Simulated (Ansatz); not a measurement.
# C3H5AlCl2: what the fields show

Input file:

```
crystal:
  periodic: [false, false, false]
  atoms:
    - {symbol: C, position_ang: [1.241128, -0.553350, -0.676559]}
    - {symbol: C, position_ang: [-0.037353, -0.875063, -0.407565]}
    - {symbol: C, position_ang: [-0.740009, -0.585738, 0.869424]}
    - {symbol: Al, position_ang: [-0.535915, 1.261364, 0.291180]}
    - {symbol: Cl, position_ang: [0.888830, 2.499700, 1.197412]}
    - {symbol: Cl, position_ang: [-1.800952, 2.102088, -1.148023]}
    - {symbol: H, position_ang: [1.920342, -0.208060, 0.097685]}
    - {symbol: H, position_ang: [1.649478, -0.677690, -1.671037]}
    - {symbol: H, position_ang: [-0.657182, -1.214827, -1.235181]}
    - {symbol: H, position_ang: [-0.136911, -0.773870, 1.757861]}
    - {symbol: H, position_ang: [-1.726158, -1.031455, 0.945403]}
basis:
  gaussian: {orbitals: def2-TZVPP}
hamiltonian: {xc: pbe0, dispersion: d4}
output: {orbitals: {seedname: orbitals}}
```

Run with:

```sh
ansatz run in.yaml --threads 4 --pin off --events-out ev --progress --plain --max-ram 10444MiB
```

Geometry: PBE0-D4/def2-TZVP.

Method: RKS PBE0-D4/def2-TZVPP in Ansatz.

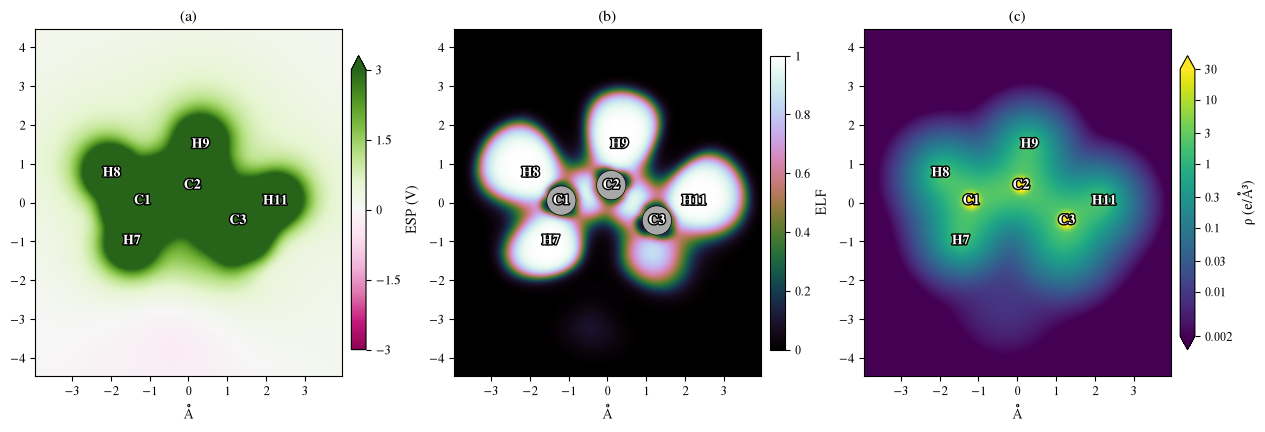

Figure 1. (a) electrostatic potential; (b) electron localisation function; (c) total electron density on the plane of atoms C1, C2 and C3. Grey discs cover the atomic cores in the ELF map.

> Read the bonding off the picture.

- Atoms in the plane: C and H.
- C–C (1.35 Å): the density is about 2.3 e/Å³ at the midpoint; the ELF peaks at about 0.90 between the atoms; localised, covalent bonding.
- C–H (1.08 Å): ρ at the midpoint is about 2.1 e/Å³; the ELF climbs to about 1 towards the hydrogen, as it does in any bond to H: an ordinary covalent bond to hydrogen.
- C–C (1.49 Å): ρ is about 1.8 e/Å³ halfway; the ELF peaks at about 0.95 between the atoms: a covalent bond.
- The potential has no marked negative region in this plane.

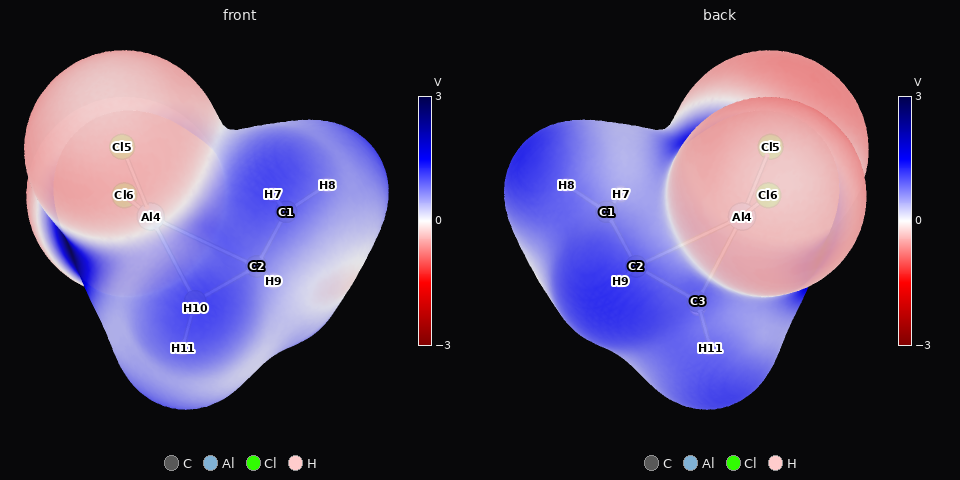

Figure 2. The molecular electrostatic potential painted on the density surface at 0.002 e/bohr³, seen from the front and from behind; red is negative and blue positive.

> Where is the surface potential most negative and most positive?

The most negative region (about −0.7 V, or −16 kcal/mol for a unit charge) lies over Cl5 and Cl6, the most positive (about +2.6 V, or +60 kcal/mol for a unit charge) over Al4.

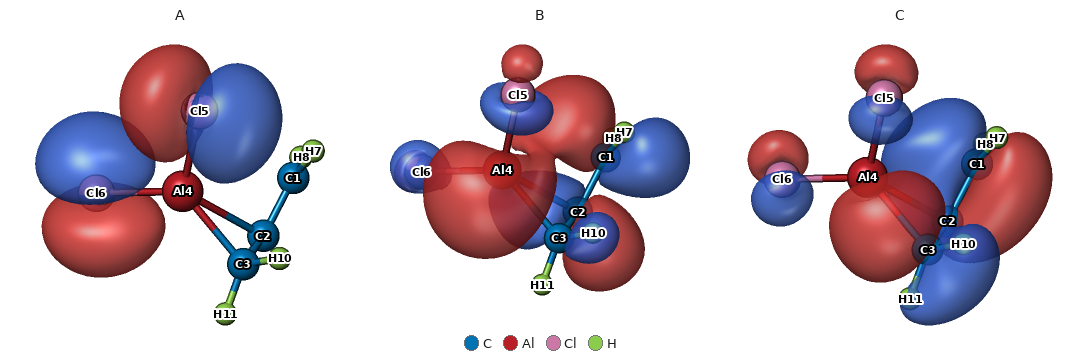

Figure 3. Three frontier orbitals at ±0.08 Å⁻³ᐟ² (blue and red are the two phases), in no order.

> Which picture is the HOMO−1, the HOMO and the LUMO?

A is the HOMO−1 (−9.00 eV). By Hirshfeld shares it lies mainly on Cl6 (about 45 %) and Cl5 (about 45 %); largely a combination of lone pairs on Cl6 and Cl5. C is the HOMO (−7.34 eV). It lies mainly on C1 (about 25 %), C3 (about 25 %), C2 (about 15 %) and Al4 (about 15 %). B is the LUMO (−1.11 eV). Its weight (Hirshfeld) is mainly on Al4 (about 25 %), C2 (about 25 %), C1 (about 25 %), Cl5 (about 5 %) and C3 (about 5 %).

> What is the HOMO–LUMO gap?

6.23 eV between the orbital energies.

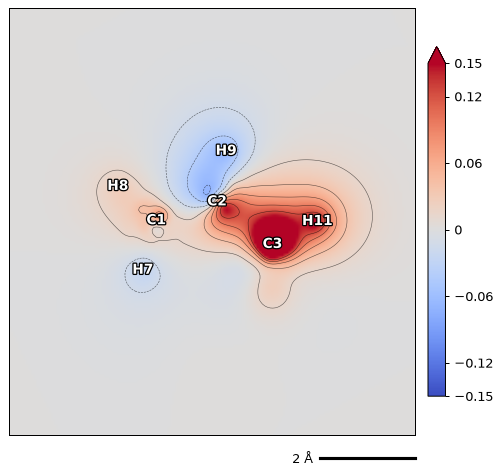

Figure 4. One frontier orbital on the plane of atoms C2, C1 and H8 (values in Å⁻³ᐟ²; the overall sign is arbitrary).

> Which orbital is it: HOMO or LUMO?

The HOMO, at −7.34 eV. It lies mainly on C1 (about 25 %), C3 (about 25 %), C2 (about 15 %) and Al4 (about 15 %).
